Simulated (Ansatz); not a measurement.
# WH$_{2}$F$_{4}$: molecular dynamics (part 3 of 3)

WH$_{2}$F$_{4}$; RHF/def2-SVP (Ansatz 0.2.0). It belongs to a series of runs on one base structure; here: dynamics from the highest image of the converged band.

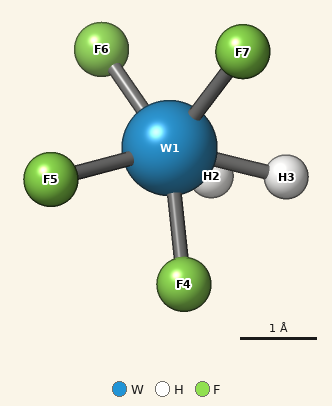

**Figure 1.** The geometry at step 121 of the log (ball-and-stick view, seen at a tilt; atoms are numbered from 1 in the order of the input).

## Trajectory as extended XYZ, continued
```
7
Properties=species:S:1:pos:R:3:forces:R:3 step=36 time_fs=18.0 energy=-12654.21483 temperature=119.8
W     0.0000   -0.0238    0.0002    0.0648  -0.8413   0.6934
H     0.6165   -0.3205    1.5490   -0.1787   0.1627  -0.8399
H     1.6329    0.3349    0.3371   -0.3278   0.0536  -0.1899
F    -0.1579    1.7137    0.5446   -0.0518   0.3764  -0.1233
F    -1.9049    0.0871    0.1130    0.4661   0.2991  -0.0390
F    -0.2007   -1.8370    0.1530    0.1289  -0.1756  -0.2402
F     0.7006   -0.2025   -1.7241   -0.1014   0.1251   0.7389
7
Properties=species:S:1:pos:R:3:forces:R:3 step=43 time_fs=21.5 energy=-12654.22842 temperature=140.5
W    -0.0001   -0.0229   -0.0015   -0.0930  -0.6096   0.1953
H     0.6431   -0.3584    1.4821    0.0348   0.2036  -0.1302
H     1.6182    0.3423    0.3499   -0.1190   0.0931  -0.2559
F    -0.1527    1.7098    0.5547   -0.1548   0.4847  -0.0007
F    -1.9023    0.0762    0.1072    0.2962   0.4079  -0.0276
F    -0.2049   -1.8263    0.1630    0.0477  -0.6590  -0.3069
F     0.6973   -0.2048   -1.7187   -0.0120   0.0794   0.5260
7
Properties=species:S:1:pos:R:3:forces:R:3 step=50 time_fs=25.0 energy=-12654.20127 temperature=98.9
W    -0.0003   -0.0225   -0.0031   -0.6418  -0.3160  -0.6591
H     0.6765   -0.3746    1.4040    0.4517   0.0653   0.8658
H     1.5921    0.3613    0.3340    0.3116   0.2020  -0.2049
F    -0.1483    1.7088    0.5648   -0.2507   0.5063   0.0973
F    -1.8979    0.0678    0.1013    0.0634   0.5236  -0.0152
F    -0.2088   -1.8196    0.1711   -0.0021  -1.0051  -0.3021
F     0.6939   -0.2065   -1.7100    0.0679   0.0239   0.2181
7
Properties=species:S:1:pos:R:3:forces:R:3 step=57 time_fs=28.5 energy=-12654.23498 temperature=150.6
W    -0.0008   -0.0223   -0.0051    0.1839  -0.3574   0.4535
H     0.7534   -0.3790    1.4072    0.0590   0.2578   0.1070
H     1.5962    0.4024    0.2934    0.1588   0.1615  -0.1914
F    -0.1455    1.7109    0.5754   -0.3607   0.3807   0.0997
F    -1.8931    0.0628    0.0952   -0.0787   0.6240  -0.0623
F    -0.2127   -1.8191    0.1773   -0.0039  -1.0348  -0.2714
F     0.6909   -0.2081   -1.7000    0.0415  -0.0318  -0.1352
7
Properties=species:S:1:pos:R:3:forces:R:3 step=64 time_fs=32.0 energy=-12654.23686 temperature=153.9
W    -0.0012   -0.0223   -0.0067    1.2359  -0.2839   1.5767
H     0.8372   -0.3547    1.4237   -0.3844   0.3345  -0.6952
H     1.6156    0.4611    0.2311   -0.3098  -0.0152  -0.1189
F    -0.1450    1.7153    0.5866   -0.4588   0.1457   0.0450
F    -1.8887    0.0615    0.0887   -0.1260   0.6816  -0.1306
F    -0.2166   -1.8247    0.1819    0.0775  -0.7552  -0.1840
F     0.6881   -0.2100   -1.6909   -0.0343  -0.1076  -0.4930
7
Properties=species:S:1:pos:R:3:forces:R:3 step=71 time_fs=35.5 energy=-12654.26805 temperature=201.8
W    -0.0009   -0.0225   -0.0075    0.9831  -0.0528   1.1418
H     0.8832   -0.2950    1.3715   -0.1078   0.0337  -0.2273
H     1.6035    0.5192    0.1560   -0.3261  -0.0752   0.0749
F    -0.1473    1.7206    0.5981   -0.5132  -0.0941  -0.0024
F    -1.8851    0.0645    0.0814   -0.1736   0.7039  -0.1577
F    -0.2200   -1.8351    0.1854    0.2364  -0.3208  -0.0385
F     0.6851   -0.2125   -1.6848   -0.0986  -0.1948  -0.7908
7
Properties=species:S:1:pos:R:3:forces:R:3 step=79 time_fs=39.5 energy=-12654.24898 temperature=172.7
W     0.0002   -0.0227   -0.0075   -0.1813  -0.0485   0.0137
H     0.9293   -0.2250    1.2924    0.4986  -0.3166   0.6985
H     1.5513    0.5777    0.0822    0.1820   0.0599   0.2723
F    -0.1538    1.7260    0.6113   -0.5380  -0.3030  -0.0220
F    -1.8824    0.0733    0.0719   -0.2000   0.7005  -0.1541
F    -0.2220   -1.8491    0.1891    0.4259   0.1740   0.1124
F     0.6809   -0.2168   -1.6838   -0.1872  -0.2662  -0.9209
7
Properties=species:S:1:pos:R:3:forces:R:3 step=86 time_fs=43.0 energy=-12654.26355 temperature=194.9
W     0.0011   -0.0230   -0.0074    0.2374  -0.1943   0.5415
H     1.0172   -0.1978    1.2893   -0.0613  -0.2306  -0.0320
H     1.5219    0.6339    0.0494    0.2832   0.0117   0.2924
F    -0.1631    1.7287    0.6226   -0.5590  -0.4472  -0.0203
F    -1.8812    0.0856    0.0626   -0.0792   0.6348  -0.1751
F    -0.2209   -1.8605    0.1930    0.4922   0.4987   0.1467
F     0.6760   -0.2223   -1.6890   -0.3132  -0.2732  -0.7532
7
Properties=species:S:1:pos:R:3:forces:R:3 step=93 time_fs=46.5 energy=-12654.25677 temperature=184.7
W     0.0022   -0.0234   -0.0069    1.0171  -0.0348   0.8084
H     1.0988   -0.1972    1.2852   -0.5895  -0.0771  -0.6058
H     1.5210    0.6885    0.0499   -0.0402  -0.3003   0.2088
F    -0.1759    1.7286    0.6339   -0.5388  -0.5590   0.0129
F    -1.8805    0.1018    0.0521    0.0943   0.4874  -0.1849
F    -0.2169   -1.8688    0.1978    0.4800   0.7007   0.1455
F     0.6692   -0.2295   -1.6986   -0.4229  -0.2169  -0.3850
7
Properties=species:S:1:pos:R:3:forces:R:3 step=100 time_fs=50.0 energy=-12654.29533 temperature=244.1
W     0.0039   -0.0238   -0.0060    0.6154   0.1356  -0.1350
H     1.1203   -0.2069    1.2216   -0.2412  -0.0566  -0.0372
H     1.5184    0.7098    0.0744   -0.1006  -0.4312   0.0751
F    -0.1919    1.7252    0.6452   -0.4012  -0.6063   0.0725
F    -1.8792    0.1210    0.0406    0.1586   0.3060  -0.1539
F    -0.2099   -1.8728    0.2035    0.4343   0.7654   0.1592
F     0.6597   -0.2381   -1.7107   -0.4654  -0.1128   0.0192
7
Properties=species:S:1:pos:R:3:forces:R:3 step=107 time_fs=53.5 energy=-12654.30597 temperature=260.8
W     0.0059   -0.0241   -0.0052   -0.5018   0.0663  -1.2784
H     1.1172   -0.2243    1.1575    0.3914  -0.1045   0.8161
H     1.5081    0.6845    0.1079    0.2333  -0.1932  -0.0448
F    -0.2104    1.7179    0.6570   -0.1305  -0.5932   0.1289
F    -1.8771    0.1421    0.0281    0.1085   0.1309  -0.1334
F    -0.2002   -1.8721    0.2102    0.3493   0.6935   0.1698
F     0.6474   -0.2473   -1.7227   -0.4502   0.0002   0.3418
7
Properties=species:S:1:pos:R:3:forces:R:3 step=114 time_fs=57.0 energy=-12654.34437 temperature=319.9
W     0.0077   -0.0244   -0.0052   -0.3318  -0.1551  -0.7809
H     1.1473   -0.2511    1.1734   -0.0746   0.0894   0.2902
H     1.5231    0.6365    0.1368    0.3544   0.0506  -0.0928
F    -0.2296    1.7070    0.6696    0.1998  -0.5431   0.1497
F    -1.8742    0.1641    0.0147    0.0553  -0.0394  -0.2109
F    -0.1884   -1.8672    0.2180    0.2019   0.5186   0.1354
F     0.6323   -0.2565   -1.7327   -0.4050   0.0790   0.5093
7
Properties=species:S:1:pos:R:3:forces:R:3 step=121 time_fs=60.5 energy=-12654.34455 temperature=320.4
W     0.0093   -0.0247   -0.0056    0.4512  -0.0667   0.1491
H     1.1686   -0.2673    1.2218   -0.6080   0.2933  -0.4472
H     1.5735    0.5915    0.1551   -0.0923   0.0338  -0.1145
F    -0.2477    1.6928    0.6831    0.5094  -0.4370   0.1629
F    -1.8711    0.1858   -0.0001    0.0133  -0.2267  -0.3399
F    -0.1753   -1.8590    0.2265    0.0572   0.2945   0.1012
F     0.6147   -0.2653   -1.7396   -0.3308   0.1088   0.4885
7
Properties=species:S:1:pos:R:3:forces:R:3 step=129 time_fs=64.5 energy=-12654.35862 temperature=342.0
W     0.0114   -0.0252   -0.0060    0.1270   0.2526   0.0551
H     1.1174   -0.2480    1.2258   -0.1739   0.1439  -0.0611
H     1.6165    0.5457    0.1590   -0.4389   0.0866  -0.1705
F    -0.2643    1.6733    0.6998    0.7884  -0.1938   0.2150
F    -1.8674    0.2088   -0.0195   -0.0841  -0.4229  -0.4524
F    -0.1599   -1.8476    0.2372   -0.0299   0.0195   0.1306
F     0.5921   -0.2745   -1.7439   -0.1886   0.1141   0.2831
7
Properties=species:S:1:pos:R:3:forces:R:3 step=136 time_fs=68.0 energy=-12654.34757 temperature=325.2
W     0.0133   -0.0254   -0.0063   -0.9919   0.2956  -0.4810
H     1.0503   -0.2132    1.2229    0.4715  -0.1292   0.6814
H     1.6063    0.5181    0.1414   -0.1369   0.3341  -0.2060
F    -0.2738    1.6549    0.7159    0.9158   0.1118   0.2851
F    -1.8647    0.2262   -0.0395   -0.1687  -0.5186  -0.5255
F    -0.1466   -1.8373    0.2473   -0.0527  -0.2097   0.1996
F     0.5711   -0.2818   -1.7457   -0.0371   0.1161   0.0463
7
Properties=species:S:1:pos:R:3:forces:R:3 step=143 time_fs=71.5 energy=-12654.37164 temperature=362.2
W     0.0147   -0.0255   -0.0069   -1.0704   0.0999   0.2558
H     1.0271   -0.1906    1.2843    0.1203  -0.1337   0.0756
H     1.5808    0.5287    0.1003    0.2207   0.4847  -0.1748
F    -0.2776    1.6372    0.7337    0.8768   0.4124   0.3394
F    -1.8629    0.2404   -0.0628   -0.1115  -0.5588  -0.5982
F    -0.1336   -1.8284    0.2587   -0.0874  -0.4172   0.2340
F     0.5498   -0.2884   -1.7472    0.0515   0.1128  -0.1318
7
Properties=species:S:1:pos:R:3:forces:R:3 step=150 time_fs=75.0 energy=-12654.38696 temperature=386.0
W     0.0154   -0.0255   -0.0073   -0.3724   0.2951   1.0133
H     1.0180   -0.1828    1.3535   -0.2904  -0.0506  -0.7172
H     1.5740    0.5918    0.0391   -0.0671   0.2186  -0.1075
F    -0.2760    1.6220    0.7536    0.6874   0.6056   0.3876
F    -1.8618    0.2512   -0.0898    0.1098  -0.6018  -0.6054
F    -0.1212   -1.8220    0.2715   -0.1168  -0.5542   0.2386
F     0.5288   -0.2943   -1.7495    0.0495   0.0872  -0.2093
7
Properties=species:S:1:pos:R:3:forces:R:3 step=157 time_fs=78.5 energy=-12654.42019 temperature=437.3
W     0.0158   -0.0252   -0.0071   -0.3843   0.7509   0.4328
H     0.9827   -0.1819    1.3498    0.0694  -0.0496  -0.4094
H     1.5591    0.6790   -0.0342   -0.3891  -0.1944   0.0147
F    -0.2703    1.6105    0.7759    0.4400   0.6635   0.4520
F    -1.8600    0.2582   -0.1205    0.3328  -0.6153  -0.5116
F    -0.1094   -1.8190    0.2859   -0.1045  -0.5887   0.2415
F     0.5080   -0.2997   -1.7530    0.0357   0.0336  -0.2200
7
Properties=species:S:1:pos:R:3:forces:R:3 step=164 time_fs=82.0 energy=-12654.43024 temperature=453.0
W     0.0159   -0.0246   -0.0067   -1.2843   0.8694  -0.7569
H     0.9594   -0.1871    1.3045    0.7434  -0.0590   0.4390
H     1.5052    0.7467   -0.1057   -0.0805  -0.3005   0.1323
F    -0.2617    1.6031    0.8011    0.2263   0.5734   0.4969
F    -1.8562    0.2614   -0.1543    0.4338  -0.5506  -0.3607
F    -0.0983   -1.8196    0.3017   -0.0624  -0.5081   0.2239
F     0.4875   -0.3048   -1.7579    0.0237  -0.0246  -0.1746
7
Properties=species:S:1:pos:R:3:forces:R:3 step=171 time_fs=85.5 energy=-12654.46436 temperature=505.6
W     0.0153   -0.0233   -0.0067   -1.3009   0.5115  -0.4648
H     1.0121   -0.1973    1.2965    0.4160   0.0920   0.0543
H     1.4446    0.7821   -0.1629    0.4723  -0.1270   0.1425
F    -0.2517    1.5992    0.8293    0.0782   0.3049   0.4196
F    -1.8498    0.2612   -0.1904    0.4264  -0.4358  -0.2300
F    -0.0876   -1.8233    0.3188   -0.0415  -0.2885   0.1435
F     0.4672   -0.3101   -1.7638   -0.0505  -0.0571  -0.0651
7
Properties=species:S:1:pos:R:3:forces:R:3 step=179 time_fs=89.5 energy=-12654.48495 temperature=537.7
W     0.0136   -0.0215   -0.0070    0.0352   0.3885   0.3157
H     1.1221   -0.1950    1.2865   -0.3830   0.2259  -0.6889
H     1.4351    0.8013   -0.2077    0.3114  -0.2090   0.1674
F    -0.2397    1.5968    0.8645   -0.0198  -0.1580   0.1826
F    -1.8392    0.2577   -0.2333    0.2738  -0.2990  -0.0982
F    -0.0757   -1.8296    0.3395   -0.0499   0.1210   0.0404
F     0.4434   -0.3166   -1.7711   -0.1676  -0.0693   0.0809
7
Properties=species:S:1:pos:R:3:forces:R:3 step=186 time_fs=93.0 energy=-12654.52005 temperature=591.8
W     0.0121   -0.0197   -0.0071    0.7485   0.5052  -0.1065
H     1.1822   -0.1671    1.2049   -0.2561   0.1385  -0.2673
H     1.4651    0.7920   -0.2256   -0.1328  -0.3753   0.2375
F    -0.2293    1.5937    0.8966   -0.0491  -0.5334  -0.0532
F    -1.8282    0.2526   -0.2716   -0.0575  -0.1616   0.0349
F    -0.0656   -1.8343    0.3579   -0.0447   0.4892   0.0058
F     0.4216   -0.3227   -1.7769   -0.2082  -0.0627   0.1488
7
Properties=species:S:1:pos:R:3:forces:R:3 step=193 time_fs=96.5 energy=-12654.51667 temperature=586.7
W     0.0110   -0.0175   -0.0073    0.3774   0.2885  -0.8063
H     1.2185   -0.1238    1.0971    0.4100  -0.0288   0.6008
H     1.4849    0.7422   -0.2168   -0.0730  -0.2045   0.1941
F    -0.2191    1.5875    0.9284   -0.0395  -0.7765  -0.2705
F    -1.8177    0.2466   -0.3097   -0.4941  -0.0018   0.1386
F    -0.0558   -1.8361    0.3764   -0.0133   0.7541   0.0078
F     0.3985   -0.3292   -1.7819   -0.1673  -0.0311   0.1355
7
Properties=species:S:1:pos:R:3:forces:R:3 step=200 time_fs=100.0 energy=-12654.51159 temperature=578.8
W     0.0102   -0.0152   -0.0080    0.3625  -0.1265  -0.1757
H     1.2926   -0.0827    1.0475    0.1777  -0.0925   0.3705
H     1.4999    0.6702   -0.1861    0.3274   0.1258   0.0879
F    -0.2092    1.5764    0.9585   -0.0404  -0.8766  -0.4763
F    -1.8101    0.2405   -0.3469   -0.7446   0.1154   0.1505
F    -0.0461   -1.8333    0.3949   -0.0139   0.8494  -0.0166
F     0.3744   -0.3359   -1.7860   -0.0688   0.0051   0.0597
```

This output came from the following input.

## Input
```yaml
crystal:
  periodic: [false, false, false]
  atoms:
    - { symbol: W, position_ang: [-0.005721, -0.035434, 0.007618] }
    - { symbol: H, position_ang: [0.73103, -0.331965, 1.45523] }
    - { symbol: H, position_ang: [1.554174, 0.50137, 0.283807] }
    - { symbol: F, position_ang: [-0.181036, 1.754084, 0.474472] }
    - { symbol: F, position_ang: [-1.875115, 0.162431, 0.139981] }
    - { symbol: F, position_ang: [-0.160986, -1.87163, 0.092033] }
    - { symbol: F, position_ang: [0.707352, -0.178858, -1.683444] }
basis:
  gaussian: { orbitals: def2-SVP }
hamiltonian:
  xc: hf
md:
  timestep: 0.5
  n_steps: 200
  ensemble: nve
  temperature: 300.0
  initial_velocities: maxwell_boltzmann
  seed: 5638
```

Command:
```bash
ansatz run input.yaml --threads 1 --pin off --max-ram 2048MiB --backend cpu --events-out ev --progress --plain --runs-dir out
```

## Key numbers

```tsv
quantity	value
outcome	finished
mean temperature over the second half	418 K
trajectory	200 steps, 100 fs
ensemble	nve
temperature in the input	300.0 K
time step	0.5 fs
potential energy (last step)	−12654.5116 eV
mean-field energy (last step)	−12654.5116 eV
largest force (length of the vector) (last step)	0.998 eV/Å
hardware	1 thread of Arm Neoverse V2, 24 GiB of memory available, shared host
wall time	6.5 min
peak memory	0.19 GiB
```

## Remarks

So short a trajectory is not equilibrated.
